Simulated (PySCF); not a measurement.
# C3H6Cl2Si: electronic excitations at several levels of theory, part 2 of 2

PySCF 2.14.0. Atoms count from 0. The steps go on from the part before.

## Step 9: Ultraviolet spectrum: CAM-B3LYP/def2-SVPD

The job: settings as JSON, then the geometry in Å.

```
{"job": {"kind": "uv", "xc": "CAM-B3LYP", "basis": "def2-SVPD", "ip": true}, "charge": 0, "multiplicity": 1}
C      1.855020     0.879384     1.043511
C      0.924952    -0.035613     0.764509
C     -0.247373    -0.316974     1.632353
Cl    -0.500523    -2.101222     1.844057
Si    -1.897044     0.273320     0.908140
Cl    -1.804677     2.329098     0.672362
H      1.839057     1.452690     1.975505
H      2.661669     1.095710     0.339327
H      0.963972    -0.592360    -0.179260
H     -0.110578     0.105997     2.639096
H     -2.104226    -0.358913    -0.421154
H     -2.998197    -0.049306     1.852600
```

With the program's defaults for keys left out, this is: TDDFT CAM-B3LYP/def2-SVPD, vertical, gas phase, core orbitals frozen in the response.

Log:

```text
coarse grid: 11856 points
cycle   1  E = -1327.1624573442  dE =  4.928e-01  |g| = 3.705e-01  |ddm| = 4.761e+00
cycle   2  E = -1327.1699337355  dE = -7.476e-03  |g| = 3.695e-01  |ddm| = 1.525e+00
cycle   3  E = -1327.2057617047  dE = -3.583e-02  |g| = 5.674e-02  |ddm| = 7.268e-01
cycle   4  E = -1327.2064659947  dE = -7.043e-04  |g| = 3.030e-02  |ddm| = 1.363e-01
cycle   5  E = -1327.2067047200  dE = -2.387e-04  |g| = 5.110e-03  |ddm| = 5.329e-02
cycle   6  E = -1327.2067116466  dE = -6.927e-06  |g| = 1.565e-03  |ddm| = 1.371e-02
final grid: 101280 points
cycle   7  E = -1327.3610495815  dE = -1.717e-05  |g| = 2.728e-03  |ddm| = 5.992e-02
cycle   8  E = -1327.3610496014  dE = -1.988e-08  |g| = 2.764e-03  |ddm| = 9.473e-03
cycle   9  E = -1327.3610515030  dE = -1.902e-06  |g| = 4.286e-04  |ddm| = 4.347e-03
cycle  10  E = -1327.3610515482  dE = -4.521e-08  |g| = 1.197e-04  |ddm| = 8.643e-04
cycle  11  E = -1327.3610515526  dE = -4.456e-09  |g| = 2.357e-05  |ddm| = 2.763e-04
cycle  12  E = -1327.3610515528  dE = -1.992e-10  |g| = 5.841e-06  |ddm| = 5.755e-05
converged SCF energy = -1327.3610515528

Static polarisability (au): isotropic 91.486, principal 73.222 92.926 108.311

Singlet excitations
state   eV       nm        f      main configurations
  1   6.2476    198.5   0.12586   H->L 0.72, H-1->L 0.16
  2   6.8016    182.3   0.08574   H-1->L 0.57, H->L 0.10, H-3->L 0.08
  3   7.1156    174.2   0.20534   H-2->L 0.22, H-3->L 0.22, H->L+1 0.17
  4   7.2910    170.1   0.02611   H->L+1 0.56, H-2->L 0.10
  5   7.4104    167.3   0.02243   H->L+2 0.40, H->L+3 0.28, H->L+1 0.10
  6   7.6640    161.8   0.03074   H->L+2 0.29, H->L+4 0.26
  7   7.6985    161.0   0.00599   H-3->L 0.29, H-2->L+1 0.23, H-2->L 0.20
  8   7.8978    157.0   0.02437   H->L+5 0.26, H->L+6 0.18, H-1->L+3 0.14
  9   7.9284    156.4   0.01975   H->L+4 0.44, H->L+5 0.12, H->L+6 0.11
 10   7.9792    155.4   0.00716   H-1->L+1 0.30, H->L+5 0.16, H-5->L 0.12

Triplet excitations (Tamm-Dancoff, eV): 4.1423 5.8354 6.2927 6.9003
Vertical ionisation energy (delta-SCF) = 9.8354 eV
```

Wall time 94 s (1 thread of Arm Neoverse V2, shared host); peak memory 0.98 GiB.

Key values: HOMO -9.11 eV, LUMO 0.19 eV; lowest singlet 6.25 eV.

## Step 10: Excited states and response: wB97X-D/def2-SVPD

Settings changed since step 9:

```diff
@@ -1,2 +1,2 @@
-{"job": {"kind": "uv", "xc": "CAM-B3LYP", "basis": "def2-SVPD", "ip": true}, "charge": 0, "multiplicity": 1}
+{"job": {"kind": "uv", "xc": "wB97X-D", "basis": "def2-SVPD", "ip": true}, "charge": 0, "multiplicity": 1}
 C      1.855020     0.879384     1.043511
```

Level: TDDFT wB97X-D/def2-SVPD, vertical, gas phase, core orbitals frozen in the response.

Log:

```text
coarse grid: 11856 points
cycle   1  E = -1327.1456688094  dE =  5.102e-01  |g| = 3.792e-01  |ddm| = 4.516e+00
cycle   2  E = -1327.1609846568  dE = -1.532e-02  |g| = 3.506e-01  |ddm| = 1.551e+00
cycle   3  E = -1327.1930023203  dE = -3.202e-02  |g| = 4.831e-02  |ddm| = 7.215e-01
cycle   4  E = -1327.1935956397  dE = -5.933e-04  |g| = 2.565e-02  |ddm| = 1.385e-01
cycle   5  E = -1327.1937777788  dE = -1.821e-04  |g| = 4.386e-03  |ddm| = 5.743e-02
cycle   6  E = -1327.1937843751  dE = -6.596e-06  |g| = 1.505e-03  |ddm| = 1.621e-02
final grid: 101280 points
cycle   7  E = -1327.3556265217  dE = -6.787e-05  |g| = 4.502e-03  |ddm| = 1.158e-01
cycle   8  E = -1327.3556290385  dE = -2.517e-06  |g| = 3.338e-03  |ddm| = 1.835e-02
cycle   9  E = -1327.3556317046  dE = -2.666e-06  |g| = 7.681e-04  |ddm| = 6.164e-03
cycle  10  E = -1327.3556318575  dE = -1.530e-07  |g| = 2.818e-04  |ddm| = 1.834e-03
cycle  11  E = -1327.3556318805  dE = -2.294e-08  |g| = 4.362e-05  |ddm| = 8.295e-04
cycle  12  E = -1327.3556318812  dE = -7.626e-10  |g| = 1.492e-05  |ddm| = 1.419e-04
converged SCF energy = -1327.3556318812

Static polarisability (au): isotropic 91.172, principal 72.908 92.675 107.931

Singlet excitations
state   eV       nm        f      main configurations
  1   6.2551    198.2   0.12677   H->L 0.72, H-1->L 0.15
  2   6.8157    181.9   0.08360   H-1->L 0.58, H->L 0.10, H-3->L 0.08
  3   7.1453    173.5   0.21670   H-2->L 0.25, H-3->L 0.21, H->L+1 0.14
  4   7.3371    169.0   0.02907   H->L+1 0.56, H-2->L 0.11, H->L+2 0.08
  5   7.5076    165.1   0.00697   H->L+2 0.44, H->L+3 0.16, H->L+1 0.14
  6   7.7333    160.3   0.00332   H-3->L 0.29, H-2->L 0.23, H-2->L+1 0.21
  7   7.8378    158.2   0.04224   H->L+2 0.28, H->L+4 0.26, H->L+3 0.17
  8   7.9761    155.4   0.01486   H-1->L+1 0.31, H-5->L 0.14, H-1->L+3 0.10
  9   8.1167    152.8   0.03623   H-4->L 0.27, H->L+4 0.19, H->L+5 0.17
 10   8.1489    152.1   0.01504   H->L+5 0.26, H->L+6 0.18, H-1->L+2 0.18

Triplet excitations (Tamm-Dancoff, eV): 4.2558 5.8757 6.3401 6.9686
Vertical ionisation energy (delta-SCF) = 9.7878 eV
```

Wall time 95 s (1 thread of Arm Neoverse V2, shared host); peak memory 0.91 GiB.

This run: HOMO -9.63 eV, LUMO 0.86 eV; lowest singlet 6.26 eV.

## Step 11: Excited states and response: LC-wPBE/def2-SVPD

Settings changed since step 10:

```diff
@@ -1,2 +1,2 @@
-{"job": {"kind": "uv", "xc": "wB97X-D", "basis": "def2-SVPD", "ip": true}, "charge": 0, "multiplicity": 1}
+{"job": {"kind": "uv", "xc": "LC-wPBE", "basis": "def2-SVPD", "ip": true}, "charge": 0, "multiplicity": 1}
 C      1.855020     0.879384     1.043511
```

With the program's defaults for keys left out, this is: TDDFT LC-wPBE/def2-SVPD, vertical, gas phase, core orbitals frozen in the response.

Log:

```text
coarse grid: 11856 points
cycle   1  E = -1326.7119394061  dE =  5.832e-01  |g| = 4.254e-01  |ddm| = 4.583e+00
cycle   2  E = -1326.7425371297  dE = -3.060e-02  |g| = 3.519e-01  |ddm| = 1.637e+00
cycle   3  E = -1326.7740208108  dE = -3.148e-02  |g| = 5.018e-02  |ddm| = 7.342e-01
cycle   4  E = -1326.7748233379  dE = -8.025e-04  |g| = 2.617e-02  |ddm| = 1.564e-01
cycle   5  E = -1326.7750178336  dE = -1.945e-04  |g| = 4.809e-03  |ddm| = 5.991e-02
cycle   6  E = -1326.7750272448  dE = -9.411e-06  |g| = 1.864e-03  |ddm| = 1.944e-02
final grid: 101280 points
cycle   7  E = -1326.9776869688  dE = -2.130e-05  |g| = 2.869e-03  |ddm| = 5.259e-02
cycle   8  E = -1326.9776881071  dE = -1.138e-06  |g| = 2.229e-03  |ddm| = 1.002e-02
cycle   9  E = -1326.9776893570  dE = -1.250e-06  |g| = 3.533e-04  |ddm| = 3.837e-03
cycle  10  E = -1326.9776893953  dE = -3.834e-08  |g| = 1.453e-04  |ddm| = 9.800e-04
cycle  11  E = -1326.9776894040  dE = -8.736e-09  |g| = 2.993e-05  |ddm| = 4.123e-04
cycle  12  E = -1326.9776894047  dE = -6.426e-10  |g| = 9.361e-06  |ddm| = 1.213e-04
converged SCF energy = -1326.9776894047

Static polarisability (au): isotropic 88.965, principal 71.486 90.104 105.306

Singlet excitations
state   eV       nm        f      main configurations
  1   6.5588    189.0   0.13822   H->L 0.68, H-1->L 0.12
  2   7.1340    173.8   0.12321   H-1->L 0.49, H->L 0.11, H-3->L 0.09
  3   7.3562    168.5   0.21229   H-3->L 0.26, H->L+1 0.13, H-2->L 0.12
  4   7.9294    156.4   0.00851   H->L+1 0.41, H->L+3 0.09
  5   7.9798    155.4   0.01089   H->L+3 0.35, H->L+2 0.09, H->L+1 0.09
  6   8.1376    152.4   0.00450   H-2->L+1 0.30, H-2->L 0.17, H-3->L 0.12
  7   8.2332    150.6   0.01269   H-5->L 0.34
  8   8.3520    148.4   0.04574   H->L+2 0.28, H->L+4 0.14
  9   8.5682    144.7   0.02205   H->L+5 0.27, H-1->L+3 0.13, H-1->L+1 0.08
 10   8.6519    143.3   0.02459   H->L+4 0.36, H-4->L 0.09, H-1->L+2 0.08

Triplet excitations (Tamm-Dancoff, eV): 4.0276 6.0135 6.4843 7.3654
Vertical ionisation energy (delta-SCF) = 9.9837 eV
```

Wall time 2.1 min (1 thread of Arm Neoverse V2, shared host); peak memory 0.86 GiB.

Key values: HOMO -10.46 eV, LUMO 1.33 eV; lowest singlet 6.56 eV.

## Step 12: Excited states and response: PBE0/6-31G*

Settings changed since step 11:

```diff
@@ -1,2 +1,2 @@
-{"job": {"kind": "uv", "xc": "LC-wPBE", "basis": "def2-SVPD", "ip": true}, "charge": 0, "multiplicity": 1}
+{"job": {"kind": "uv", "xc": "PBE0", "basis": "6-31G*"}, "charge": 0, "multiplicity": 1}
 C      1.855020     0.879384     1.043511
```

Level: TDDFT PBE0/6-31G*, vertical, gas phase, core orbitals frozen in the response.

Log:

```text
coarse grid: 11856 points
cycle   1  E = -1327.2385533506  dE =  4.711e-01  |g| = 3.626e-01  |ddm| = 3.187e+00
cycle   2  E = -1327.2312205271  dE =  7.333e-03  |g| = 4.027e-01  |ddm| = 9.540e-01
cycle   3  E = -1327.2772113035  dE = -4.599e-02  |g| = 7.729e-02  |ddm| = 5.314e-01
cycle   4  E = -1327.2786658070  dE = -1.455e-03  |g| = 2.911e-02  |ddm| = 9.932e-02
cycle   5  E = -1327.2788770329  dE = -2.112e-04  |g| = 7.149e-03  |ddm| = 3.085e-02
cycle   6  E = -1327.2788904905  dE = -1.346e-05  |g| = 1.520e-03  |ddm| = 8.966e-03
cycle   7  E = -1327.2788910687  dE = -5.782e-07  |g| = 4.376e-04  |ddm| = 2.003e-03
final grid: 101280 points
cycle   8  E = -1327.2154228010  dE = -1.359e-05  |g| = 5.748e-03  |ddm| = 1.649e-02
cycle   9  E = -1327.2154192817  dE =  3.519e-06  |g| = 6.854e-03  |ddm| = 1.328e-02
cycle  10  E = -1327.2154320385  dE = -1.276e-05  |g| = 9.554e-04  |ddm| = 7.695e-03
cycle  11  E = -1327.2154322775  dE = -2.390e-07  |g| = 2.009e-04  |ddm| = 1.146e-03
cycle  12  E = -1327.2154322876  dE = -1.005e-08  |g| = 6.999e-05  |ddm| = 2.580e-04
cycle  13  E = -1327.2154322889  dE = -1.290e-09  |g| = 1.663e-05  |ddm| = 8.196e-05
cycle  14  E = -1327.2154322889  dE = -6.821e-11  |g| = 4.030e-06  |ddm| = 2.229e-05
converged SCF energy = -1327.2154322889

Static polarisability (au): isotropic 72.074, principal 54.494 69.243 92.484

Singlet excitations
state   eV       nm        f      main configurations
  1   6.1274    202.3   0.10215   H->L 0.71, H-1->L 0.19
  2   6.6055    187.7   0.03447   H-1->L 0.67, H->L 0.08
  3   6.9457    178.5   0.00189   H-2->L 0.50, H->L+1 0.29, H-3->L 0.15
  4   7.0301    176.4   0.01290   H->L+2 0.52, H->L+1 0.24, H-2->L 0.14
  5   7.2927    170.0   0.26334   H->L+2 0.30, H->L+1 0.27, H->L 0.12
  6   7.3309    169.1   0.03319   H-3->L 0.68, H-2->L 0.16
  7   7.6330    162.4   0.02386   H-4->L 0.79
  8   7.8312    158.3   0.04536   H-1->L+1 0.42, H-1->L+2 0.26, H->L+3 0.08
  9   7.8775    157.4   0.00491   H-1->L+2 0.54, H-1->L+1 0.28, H-4->L 0.11
 10   7.9935    155.1   0.01124   H->L+3 0.81

Triplet excitations (Tamm-Dancoff, eV): 4.0942 5.6752 6.1433 6.5547
```

It took 12 s on 1 thread of Arm Neoverse V2, shared host; peak memory 0.6 GiB.

This run: HOMO -7.60 eV, LUMO -0.56 eV; lowest singlet 6.13 eV.

## Step 13: Run by run: electronic excitations

Excitations and ground-state properties, with basis size and wall time:

| run | lowest singlet (eV) | brightest (eV) | f | gap (eV) | α (Å³) | μ (D) | functions | time |
| --- | --- | --- | --- | --- | --- | --- | --- | --- |
| HF/def2-SVPD | 6.99 | 6.99 | 0.425 | 12.56 | 12.89 | 0.81 | 186 | 19 s |
| LDA/def2-SVPD | 5.23 | 6.45 | 0.116 | 4.72 | 14.43 | 0.76 | 186 | 2 min |
| PBE/def2-SVPD | 5.31 | 6.51 | 0.115 | 4.79 | 14.24 | 0.79 | 186 | 3.2 min |
| B3LYP/def2-SVPD | 5.85 | 6.96 | 0.153 | 6.46 | 13.82 | 0.77 | 186 | 2.2 min |
| PBE0/def2-SVPD | 5.97 | 7.07 | 0.159 | 6.89 | 13.68 | 0.78 | 186 | 1.7 min |
| BHandHLYP/def2-SVPD | 6.43 | 6.43 | 0.175 | 8.92 | 13.33 | 0.77 | 186 | 89 s |
| CAM-B3LYP/def2-SVPD | 6.25 | 7.12 | 0.205 | 9.30 | 13.56 | 0.74 | 186 | 94 s |
| wB97X-D/def2-SVPD | 6.26 | 7.15 | 0.217 | 10.49 | 13.51 | 0.77 | 186 | 95 s |
| LC-wPBE/def2-SVPD | 6.56 | 7.36 | 0.212 | 11.79 | 13.18 | 0.73 | 186 | 2.1 min |
| PBE0/6-31G* | 6.13 | 7.29 | 0.263 | 7.04 | 10.68 | 0.83 | 108 | 12 s |

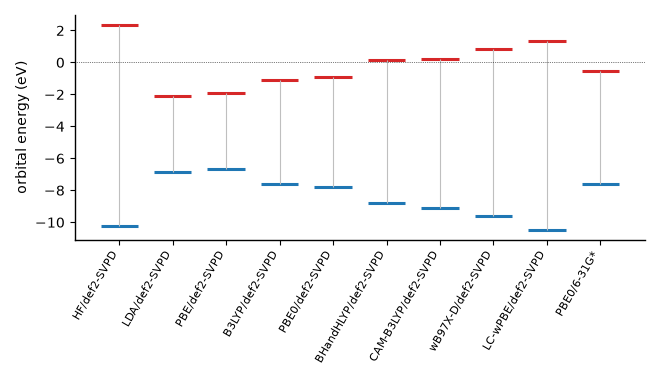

HOMO (blue) and LUMO (red) run by run.

## Step 14: Results

The summary covers parts 1 to 2.

```
                            quantity                        value
                         point group                           C1
rotational constants (main isotopes)         2.49, 1.17, 0.83 GHz
       lowest singlet (HF/def2-SVPD)  6.99 eV (177 nm), f = 0.425
                      lowest triplet                      3.56 eV
   vertical ionisation energy (ΔSCF)                      8.75 eV
         range of the lowest singlet              5.23 to 6.99 eV
```

What this shows: Single values in the summary come from the first sound run of each kind (HF/def2-SVPD), which need not be the best level. The start of the PBE0/def2-SVP relaxation was shaken at random by about 0.01 Å, so part of the energy gained, and of the first lengths quoted, undoes that. Over 5 steps the energy fell by 0.135 eV; of the close pairs, Si4–Cl5 changed most, 2.020 to 2.071 Å. The first singlet state (HOMO→LUMO+1 0.30, HOMO→LUMO 0.16) lies at 6.99 eV and is bright. The lowest triplet lies 3.44 eV below the lowest singlet (triplets in Tamm-Dancoff, singlets in full TDDFT). At HF/def2-SVPD, the highest states lie near or above the ionisation energy, where they hang on the basis. ΔSCF puts the ionisation energy at 8.75 eV, 1.48 eV below −ε(HOMO). The lowest singlet runs from 5.23 eV (LDA/def2-SVPD) to 6.99 eV (HF/def2-SVPD), while the orbital gap spans 4.72 to 12.56 eV. The lowest state need not be the same one in every run.
